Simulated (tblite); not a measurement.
## Geometry relaxation, with input and output: CH$_{6}$BGe

System: CH$_{6}$BGe, multiplicity 2.
Method: GFN1-xTB, U-SCC (tblite 0.8.0).

The geometry comes from this level: GFN2-xTB.

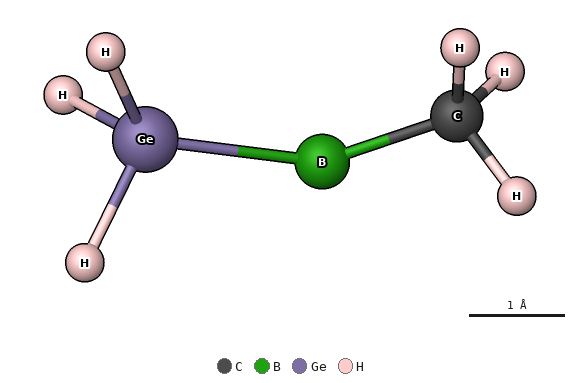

Fig. 1: The starting structure (ball-and-stick view, seen at a tilt). Sticks mark near contacts.

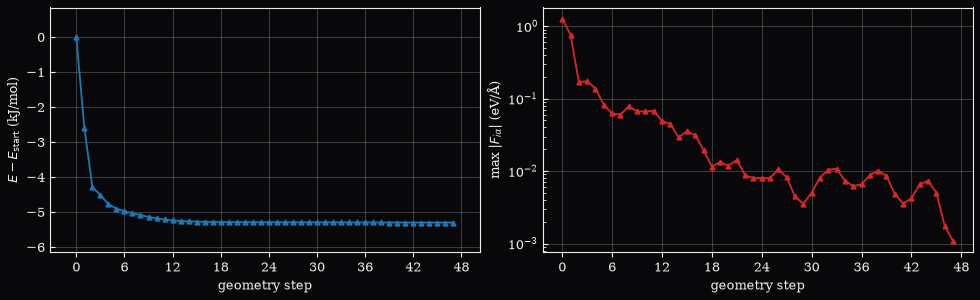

Fig. 2: Progress of the relaxation, step by step (steps are counted from 0).

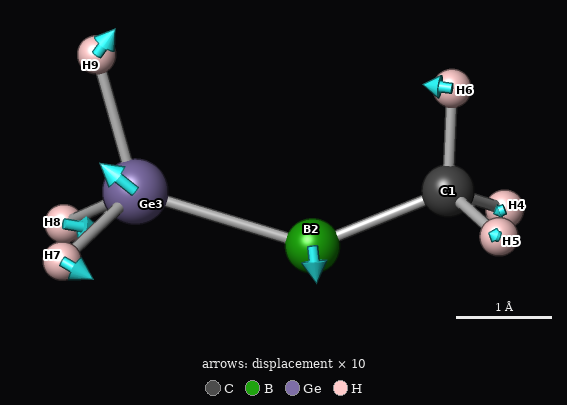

Fig. 3: The starting structure with the displacements as teal arrows, magnified 10 times (ball-and-stick view, seen at a tilt). The two geometries are laid on each other by the best rigid fit. Over 47 geometry steps the energy falls by 5.30 kJ/mol. Largest force component: 1.3 eV/Å at the start, 0.0011 eV/Å at the end. Ge3 moves most after the best rigid fit: 0.050 Å. Largest moves by element: Ge 0.050 Å, H 0.045 Å, B 0.041 Å, C 0.007 Å. Among the contacts that change: B2–Ge3 1.953 → 2.016 Å, Ge3–H9 1.516 → 1.500 Å, C1–B2 1.546 → 1.555 Å, Ge3–H7 1.498 → 1.489 Å. Among the angles that change: B2–Ge3–H7 112.0° → 107.8°, H7–Ge3–H9 102.3° → 106.2°, C1–B2–Ge3 140.2° → 136.9°. (Atoms are counted from 1 in the order of the input.)

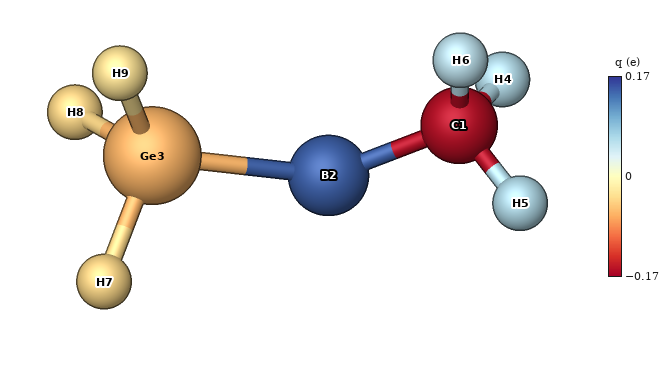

Fig. 4: Mulliken charges, as the colour of each atom (ball-and-stick view, seen at a tilt; atoms are numbered from 1 in the order of the input). By element: C −0.16, B +0.15, Ge −0.06 and H −0.04 to +0.06 e.

The input that produced these results follows, with the program's output.

**The input (script.py)**
```python
import json
import numpy as np
from tblite.interface import Calculator
from tblite.interface import symbols_to_numbers
from scipy.optimize import minimize

symbols = list(map(str, np.loadtxt("molecule.xyz", skiprows=2, usecols=0, dtype=str, ndmin=1)))
numbers = np.array(symbols_to_numbers(symbols))
positions = np.loadtxt("molecule.xyz", skiprows=2, usecols=(1, 2, 3), ndmin=2) / 0.52917721

calc = Calculator("GFN1-xTB", numbers, positions, charge=0, uhf=1)
calc.set("verbosity", 0)
calc.set("accuracy", 0.01)
calc.add("spin-polarization", 1.0)
last, frames, energies, grads = [None], [], [], []

def fun(x):
    calc.update(x.reshape(-1, 3))
    last[0] = calc.singlepoint(last[0])
    return float(last[0].get('energy')), last[0].get('gradient').ravel()

def show(x):
    e, g = fun(x)
    frames.append(x.reshape(-1, 3).tolist())
    energies.append(e)
    grads.append(g.reshape(-1, 3).tolist())
    print(f"{len(energies) - 1:4d} {e:16.9f} {np.abs(g).max():12.3e} {np.linalg.norm(g):12.3e}")

print("step      energy/Eh       max grad     grad norm")
show(positions.ravel())
opt = minimize(fun, positions.ravel(), jac=True, method="BFGS", callback=show, options={"gtol": 3e-05, "maxiter": 500})
print("converged:", opt.success, "-", opt.message)
fun(opt.x)
wfn = last[0]
final = opt.x.reshape(-1, 3)
print("final geometry (angstrom)")
for s, p in zip(symbols, final * 0.529177210903):
    print(f"{s:<2} {p[0]:12.6f} {p[1]:12.6f} {p[2]:12.6f}")
print(f"E(total): {wfn.get('energy'):.8f} Eh")
eps = np.atleast_2d(wfn.get("orbital-energies")) * 27.211386
occ = np.atleast_2d(wfn.get("orbital-occupations"))
filled = occ.sum(axis=0) if eps.shape[0] == 1 else occ[0]
homo = np.nonzero(filled > 0.5)[0].max()
print("  MO   occupation   energy/eV")
for i in range(max(0, homo - 4), min(eps.shape[1], homo + 5)):
    print(f"{i + 1:4d} {filled[i]:10.4f} {eps[0, i]:12.4f}")
mu = wfn.get("dipole") * 2.541746
print(f"Dipole moment: {np.linalg.norm(mu):.4f} D, components " + " ".join(f"{c:.4f}" for c in mu))
q = wfn.get("charges")
print("Charges:", " ".join(f"{s}{i + 1}={c:+.4f}" for i, (s, c) in enumerate(zip(symbols, q))))
out = {k: np.asarray(wfn.get(k)).tolist() for k in ("energy", "gradient", "charges", "dipole", "orbital-energies", "orbital-occupations")}
out.update(symbols=symbols, positions=(positions * 0.529177210903).tolist(), final=final.tolist(), frames=frames, step_energies=energies, grads=grads, success=bool(opt.success))
json.dump(out, open("results.json", "w"))
```

**File molecule.xyz**
```
9
start geometry
C     -0.732260     1.153810    -1.018650
B      0.053030    -0.126790    -0.654740
Ge     0.690870    -1.099610     0.913770
H     -1.607810     0.923860    -1.629660
H     -0.121660     1.822660    -1.628740
H     -1.085170     1.737580    -0.162970
H      2.179870    -1.261500     0.906660
H      0.200500    -2.515700     0.942660
H      0.422630    -0.634300     2.331680
```

Run as:
```bash
python script.py
```

**The program's output**
```
step      energy/Eh       max grad     grad norm
   0     -8.347875085    2.475e-02    3.543e-02
   1     -8.348860425    1.483e-02    2.099e-02
   2     -8.349505553    3.296e-03    8.197e-03
   3     -8.349593686    3.388e-03    7.051e-03
   4     -8.349692901    2.678e-03    5.568e-03
   5     -8.349741493    1.604e-03    4.241e-03
   6     -8.349770673    1.213e-03    3.447e-03
   7     -8.349790392    1.169e-03    3.275e-03
   8     -8.349811579    1.527e-03    3.224e-03
   9     -8.349831073    1.294e-03    3.036e-03
  10     -8.349846956    1.299e-03    2.764e-03
  11     -8.349859729    1.321e-03    2.473e-03
  12     -8.349869843    9.558e-04    2.047e-03
  13     -8.349876389    8.724e-04    1.561e-03
  14     -8.349880152    5.682e-04    1.304e-03
  15     -8.349882985    6.861e-04    1.212e-03
  16     -8.349885604    6.084e-04    1.035e-03
  17     -8.349887229    3.797e-04    6.947e-04
  18     -8.349887888    2.230e-04    4.933e-04
  19     -8.349888273    2.585e-04    4.829e-04
  20     -8.349888806    2.307e-04    5.458e-04
  21     -8.349889446    2.771e-04    5.390e-04
  22     -8.349889897    1.703e-04    3.748e-04
  23     -8.349890084    1.554e-04    2.597e-04
  24     -8.349890193    1.567e-04    2.615e-04
  25     -8.349890361    1.548e-04    3.212e-04
  26     -8.349890609    2.076e-04    3.675e-04
  27     -8.349890843    1.589e-04    3.012e-04
  28     -8.349890964    8.679e-05    1.910e-04
  29     -8.349891017    6.883e-05    1.663e-04
  30     -8.349891074    9.821e-05    1.969e-04
  31     -8.349891167    1.577e-04    2.555e-04
  32     -8.349891321    2.029e-04    3.189e-04
  33     -8.349891550    2.101e-04    3.615e-04
  34     -8.349891762    1.441e-04    3.333e-04
  35     -8.349891923    1.201e-04    2.763e-04
  36     -8.349892067    1.280e-04    2.693e-04
  37     -8.349892211    1.698e-04    3.085e-04
  38     -8.349892406    1.979e-04    3.443e-04
  39     -8.349892613    1.668e-04    3.117e-04
  40     -8.349892758    9.434e-05    2.184e-04
  41     -8.349892828    6.929e-05    1.679e-04
  42     -8.349892876    8.140e-05    1.720e-04
  43     -8.349892943    1.277e-04    2.029e-04
  44     -8.349893037    1.427e-04    2.251e-04
  45     -8.349893127    9.821e-05    1.809e-04
  46     -8.349893171    3.435e-05    9.110e-05
  47     -8.349893182    2.100e-05    5.193e-05
converged: True - Optimization terminated successfully.
final geometry (angstrom)
C     -0.731695     1.152333    -1.011302
B      0.065018    -0.143512    -0.690361
Ge     0.699588    -1.108715     0.961652
H     -1.601591     0.912179    -1.626592
H     -0.114564     1.819560    -1.617745
H     -1.078434     1.713659    -0.141409
H      2.180347    -1.241574     0.871704
H      0.172480    -2.500860     0.910718
H      0.408851    -0.603060     2.343345
E(total): -8.34989318 Eh
  MO   occupation   energy/eV
   5     1.0000     -14.6538
   6     1.0000     -13.0814
   7     1.0000     -12.9680
   8     1.0000     -12.4244
   9     1.0000      -9.8609
  10     0.0000      -9.1342
  11     0.0000      -6.2801
  12     0.0000      -6.1398
  13     0.0000      -5.0458
Dipole moment: 2.5874 D, components -1.2219 1.9695 -1.1499
Charges: C1=-0.1580 B2=+0.1455 Ge3=-0.0615 H4=+0.0608 H5=+0.0620 H6=+0.0548 H7=-0.0373 H8=-0.0375 H9=-0.0287
```

**Trajectory as extended XYZ (Å, eV, eV/Å), 11 of the 48 frames kept, from step=0 to step=47**
```
9
Properties=species:S:1:pos:R:3:forces:R:3 step=0 energy=-227.15725
C    -0.7323    1.1538   -1.0187   -0.2033   0.3198   0.1213
B     0.0530   -0.1268   -0.6547   -0.1715   0.2337  -0.8539
Ge    0.6909   -1.0996    0.9138    0.4165  -0.6422   1.2728
H    -1.6078    0.9239   -1.6297    0.0336  -0.0933  -0.0226
H    -0.1217    1.8227   -1.6287    0.0721  -0.0545  -0.0314
H    -1.0852    1.7376   -0.1630    0.0199  -0.0356  -0.0062
H     2.1799   -1.2615    0.9067   -0.1062   0.0866  -0.1668
H     0.2005   -2.5157    0.9427   -0.0344   0.1495  -0.1678
H     0.4226   -0.6343    2.3317   -0.0267   0.0361  -0.1453
9
Properties=species:S:1:pos:R:3:forces:R:3 step=5 energy=-227.20804
C    -0.7398    1.1666   -1.0167    0.0491  -0.0825   0.0453
B     0.0558   -0.1337   -0.6861    0.0019  -0.0018   0.0567
Ge    0.7040   -1.1193    0.9595   -0.0313   0.0524  -0.0626
H    -1.6084    0.9187   -1.6323    0.0222   0.0129   0.0235
H    -0.1169    1.8219   -1.6316   -0.0211  -0.0081   0.0227
H    -1.0879    1.7418   -0.1543    0.0257  -0.0438  -0.0436
H     2.1845   -1.2554    0.8923    0.0241   0.0276  -0.0587
H     0.1926   -2.5165    0.9286   -0.0387  -0.0087  -0.0567
H     0.4163   -0.6242    2.3407   -0.0319   0.0522   0.0734
9
Properties=species:S:1:pos:R:3:forces:R:3 step=9 energy=-227.21048
C    -0.7351    1.1591   -1.0135   -0.0099   0.0189  -0.0266
B     0.0580   -0.1374   -0.6827    0.0120  -0.0157   0.0181
Ge    0.7021   -1.1156    0.9614    0.0073  -0.0104   0.0657
H    -1.6049    0.9187   -1.6291    0.0015  -0.0302   0.0027
H    -0.1187    1.8196   -1.6283    0.0246  -0.0150   0.0056
H    -1.0850    1.7367   -0.1562    0.0122  -0.0212   0.0409
H     2.1868   -1.2497    0.8807   -0.0599   0.0254  -0.0222
H     0.1858   -2.5157    0.9173    0.0009   0.0665  -0.0223
H     0.4111   -0.6158    2.3503    0.0113  -0.0181  -0.0620
9
Properties=species:S:1:pos:R:3:forces:R:3 step=14 energy=-227.21181
C    -0.7328    1.1555   -1.0128   -0.0030   0.0040   0.0069
B     0.0604   -0.1406   -0.6776   -0.0147   0.0267  -0.0292
Ge    0.7006   -1.1126    0.9675   -0.0092   0.0134  -0.0237
H    -1.6031    0.9132   -1.6272    0.0101  -0.0144   0.0058
H    -0.1148    1.8162   -1.6259    0.0084  -0.0147   0.0069
H    -1.0808    1.7293   -0.1512    0.0078  -0.0152   0.0052
H     2.1806   -1.2420    0.8703    0.0101   0.0081   0.0036
H     0.1807   -2.5064    0.9071   -0.0130  -0.0056   0.0046
H     0.4093   -0.6127    2.3498    0.0035  -0.0024   0.0199
9
Properties=species:S:1:pos:R:3:forces:R:3 step=19 energy=-227.21203
C    -0.7329    1.1556   -1.0122    0.0040  -0.0070   0.0029
B     0.0600   -0.1393   -0.6803    0.0090  -0.0133  -0.0044
Ge    0.6991   -1.1103    0.9659   -0.0014   0.0023  -0.0045
H    -1.6020    0.9102   -1.6264   -0.0040   0.0052  -0.0009
H    -0.1127    1.8141   -1.6248   -0.0027   0.0070   0.0002
H    -1.0793    1.7264   -0.1486   -0.0019   0.0006   0.0007
H     2.1799   -1.2391    0.8691   -0.0021   0.0049   0.0034
H     0.1781   -2.5045    0.9061   -0.0050   0.0045   0.0038
H     0.4099   -0.6131    2.3512    0.0040  -0.0042  -0.0012
9
Properties=species:S:1:pos:R:3:forces:R:3 step=24 energy=-227.21209
C    -0.7323    1.1545   -1.0119   -0.0014   0.0023  -0.0050
B     0.0612   -0.1409   -0.6829   -0.0014   0.0027  -0.0006
Ge    0.6986   -1.1095    0.9651    0.0020  -0.0027   0.0032
H    -1.6021    0.9107   -1.6260   -0.0005   0.0020  -0.0007
H    -0.1130    1.8147   -1.6240   -0.0018   0.0026   0.0008
H    -1.0790    1.7251   -0.1480    0.0037  -0.0081   0.0021
H     2.1794   -1.2373    0.8696    0.0016  -0.0008   0.0008
H     0.1761   -2.5031    0.9068   -0.0014  -0.0008   0.0012
H     0.4110   -0.6141    2.3513   -0.0007   0.0027  -0.0018
9
Properties=species:S:1:pos:R:3:forces:R:3 step=28 energy=-227.21211
C    -0.7321    1.1542   -1.0128   -0.0004   0.0006   0.0012
B     0.0617   -0.1412   -0.6838    0.0011  -0.0011  -0.0029
Ge    0.6988   -1.1097    0.9649   -0.0014   0.0029   0.0024
H    -1.6026    0.9115   -1.6263    0.0031   0.0004   0.0001
H    -0.1136    1.8161   -1.6238   -0.0019  -0.0016   0.0015
H    -1.0779    1.7223   -0.1469   -0.0010  -0.0005   0.0021
H     2.1798   -1.2368    0.8701   -0.0005  -0.0035  -0.0002
H     0.1748   -2.5028    0.9075    0.0019   0.0002   0.0002
H     0.4112   -0.6136    2.3511   -0.0008   0.0026  -0.0045
9
Properties=species:S:1:pos:R:3:forces:R:3 step=33 energy=-227.21212
C    -0.7320    1.1539   -1.0125    0.0013  -0.0030   0.0022
B     0.0624   -0.1418   -0.6855    0.0004   0.0004   0.0004
Ge    0.6986   -1.1089    0.9647    0.0043  -0.0062  -0.0108
H    -1.6021    0.9120   -1.6266   -0.0043  -0.0026   0.0009
H    -0.1144    1.8167   -1.6230    0.0045   0.0033   0.0022
H    -1.0776    1.7202   -0.1454   -0.0013   0.0000  -0.0013
H     2.1796   -1.2380    0.8704   -0.0028  -0.0011   0.0004
H     0.1748   -2.5023    0.9082    0.0007   0.0028   0.0007
H     0.4108   -0.6118    2.3497   -0.0028   0.0062   0.0052
9
Properties=species:S:1:pos:R:3:forces:R:3 step=38 energy=-227.21215
C    -0.7318    1.1531   -1.0122   -0.0007   0.0008  -0.0011
B     0.0637   -0.1427   -0.6882    0.0009  -0.0007   0.0003
Ge    0.6989   -1.1086    0.9631   -0.0036   0.0061   0.0068
H    -1.6021    0.9124   -1.6266    0.0004  -0.0014   0.0019
H    -0.1147    1.8184   -1.6208    0.0014  -0.0008   0.0036
H    -1.0774    1.7166   -0.1433   -0.0020   0.0011  -0.0014
H     2.1793   -1.2401    0.8710    0.0063   0.0004  -0.0001
H     0.1745   -2.5014    0.9094   -0.0042  -0.0045   0.0001
H     0.4097   -0.6077    2.3476    0.0015  -0.0010  -0.0102
9
Properties=species:S:1:pos:R:3:forces:R:3 step=42 energy=-227.21216
C    -0.7317    1.1526   -1.0119   -0.0002  -0.0002   0.0022
B     0.0646   -0.1433   -0.6899   -0.0004   0.0006   0.0018
Ge    0.6989   -1.1082    0.9625    0.0030  -0.0042  -0.0032
H    -1.6022    0.9122   -1.6262    0.0022   0.0003  -0.0023
H    -0.1145    1.8194   -1.6189   -0.0008  -0.0013  -0.0007
H    -1.0778    1.7147   -0.1423   -0.0015   0.0004   0.0014
H     2.1797   -1.2413    0.8714    0.0005   0.0017   0.0004
H     0.1739   -2.5011    0.9102   -0.0028   0.0011   0.0004
H     0.4090   -0.6049    2.3452    0.0002   0.0015   0.0000
9
Properties=species:S:1:pos:R:3:forces:R:3 step=47 energy=-227.21217
C    -0.7317    1.1523   -1.0113   -0.0003   0.0002  -0.0005
B     0.0650   -0.1435   -0.6904   -0.0003   0.0000  -0.0001
Ge    0.6996   -1.1087    0.9617    0.0001   0.0005   0.0008
H    -1.6016    0.9122   -1.6266    0.0005   0.0001  -0.0008
H    -0.1146    1.8196   -1.6178    0.0002   0.0002   0.0009
H    -1.0784    1.7137   -0.1414   -0.0010  -0.0004  -0.0004
H     2.1803   -1.2416    0.8717   -0.0001  -0.0009  -0.0003
H     0.1725   -2.5009    0.9107   -0.0001   0.0006  -0.0001
H     0.4088   -0.6031    2.3434    0.0011  -0.0003   0.0005
```

**Key numbers**

```json
{"quantity": "outcome", "value": "converged"}
{"quantity": "total energy", "value": "−8.349893 hartree"}
{"quantity": "basis functions", "value": "29"}
{"quantity": "largest force", "value": "0.001 eV/Å"}
{"quantity": "dipole moment", "value": "2.59 D"}
{"quantity": "hardware", "value": "1 thread of Intel Xeon @ 2.50GHz (Skylake/Cascade Lake), 189 GiB of memory available, shared host"}
{"quantity": "wall time", "value": "2.2 s"}
{"quantity": "peak memory", "value": "0.085 GiB"}
```
